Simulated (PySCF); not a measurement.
Molecule: Ge(I)(NH2), H₂GeIN, SMILES [NH2][Ge][I], singlet. Atoms near the plane z = 0.0 Å, at the PBE0/def2-SVP optimised geometry (x, y, z in Å): Ge1 (-0.7, -1.2, 0.0), I2 (1.9, -1.2, 0.0), N3 (-0.9, 0.6, 0.0), H4 (-0.2, 1.2, 0.0), H5 (-1.9, 1.0, 0.0).

Level of theory: PySCF 2.14.0 with PBE0/def2-TZVP, def2 effective core potentials past Kr. The core electrons that the potentials of I replace are not part of the density. Cells within 0.4 Å of a nucleus heavier than hydrogen are left out (blank, or x). The values are rescaled to run from 0 to 1.

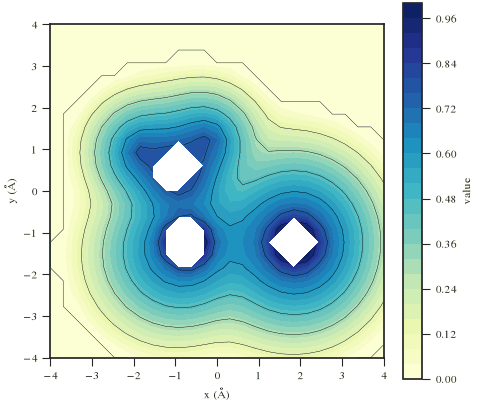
Figure: a field on the plane z = 0.0 Å.

### Question
Which quantity is mapped?
A) log10 of the electron density
B) deformation density (molecule minus spherical neutral atoms)
C) electrostatic potential
D) an orbital amplitude

### Answer
A, log10 of the electron density. In full: log10 of the electron density (e/bohr³), floored at −4.
